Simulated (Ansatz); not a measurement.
## Electronic structure of BGeH5O in real space

Input

```
crystal:
  periodic: [false, false, false]
  atoms:
    - { symbol: B, position_ang: [-1.15071, 0.68643, -0.78179] }
    - { symbol: Ge, position_ang: [0.51235, 0.12328, 0.17814] }
    - { symbol: O, position_ang: [0.2429, -1.53762, 0.71635] }
    - { symbol: H, position_ang: [-2.04734, -0.04807, -0.89164] }
    - { symbol: H, position_ang: [-1.24113, 1.75321, -1.24198] }
    - { symbol: H, position_ang: [0.91856, 0.896, 1.42554] }
    - { symbol: H, position_ang: [1.8186, 0.0928, -0.60307] }
    - { symbol: H, position_ang: [-0.48973, -1.69778, 1.3071] }
basis:
  gaussian: { orbitals: def2-SVP }
hamiltonian:
  xc: b3lyp
relax:
  f_tol: 0.015
  max_steps: 40
output:
  orbitals: {}
```

Command:

```sh
ansatz run input.yaml --threads 1 --pin off --max-ram 2048MiB --backend cpu --events-out ev --progress --plain --runs-dir out
```

The fields are those of the relaxed geometry.

These are results of Ansatz 0.2.0, RKS B3LYP/def2-SVP, not measurements.

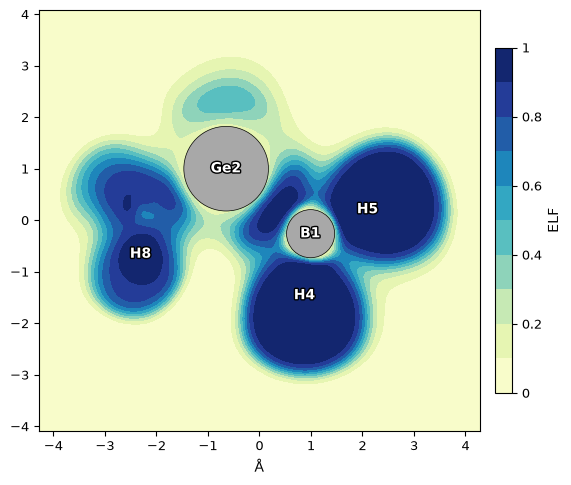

Figure 1. Electron localisation function on the plane of atoms Ge2, B1 and H4. Grey discs cover the atomic cores.

Interpret the plot.

Answer. The plane passes through B, Ge and H nuclei. Ge–B (2.07 Å): the ELF peaks at about 1 between the atoms; a shared electron pair. B–H (1.21 Å): the ELF climbs to about 1 towards the hydrogen, as it does in any bond to H: a covalent bond by its length. The ELF also peaks beside O3, away from the bonds: lone-pair regions.

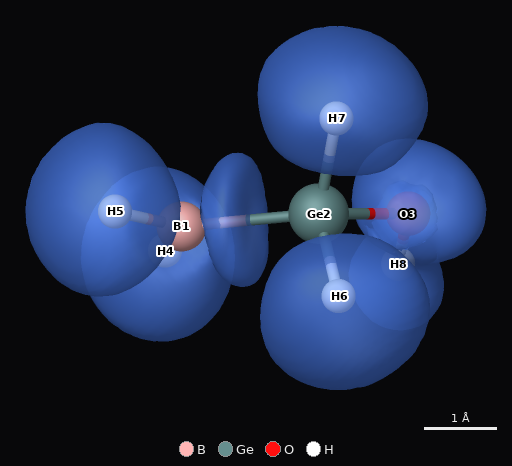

Figure 2. Isosurface of the ELF at 0.75 (blue), seen from one side. Only the valence region is drawn (cores and ρ < 0.01 e/Å³ removed).

What do the ELF domains correspond to?

Answer. The ELF exceeds this value in one region between bonded B–Ge atoms (shared pairs), four regions around hydrogen nuclei and one joined region spread over several atoms (H, O), in which their bonds and any lone pairs are merged. Profiles from the grid: Ge–O (1.80 Å): the ELF peaks at about 0.85 in the valence shell of O, 0.6 Å from its nucleus, and is about 0.30 at the midpoint.

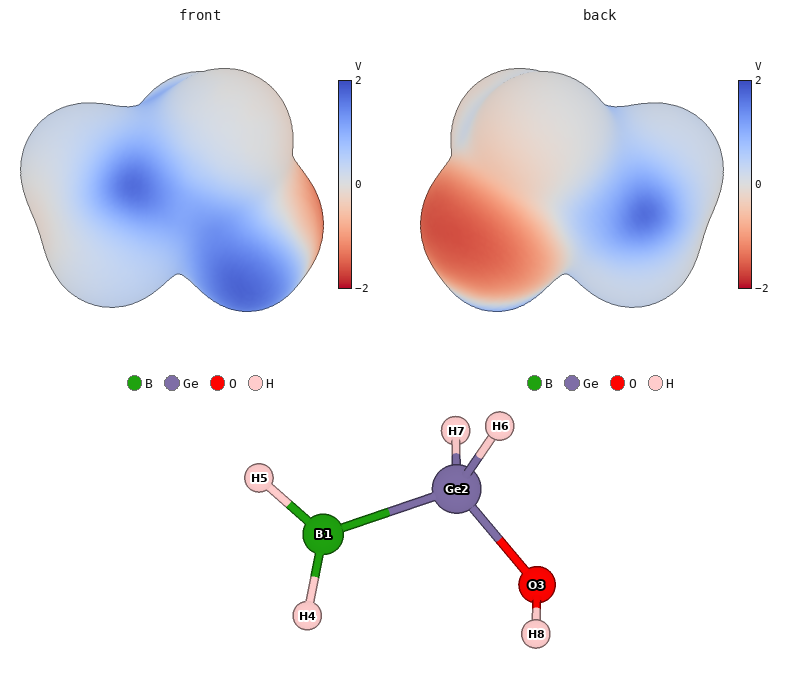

Figure 3. The molecular electrostatic potential painted on the density surface at 0.001 e/bohr³, seen from the front and from behind; the colour scale runs from red (negative) to blue (positive). The bare structure is drawn below in the same view.

Describe the electrostatic potential map.

Answer. The most negative region (about −1.6 V) lies over O3, the most positive (about +1.7 V) over B1 and H8. O3 is the likeliest acceptor of a hydrogen bond.
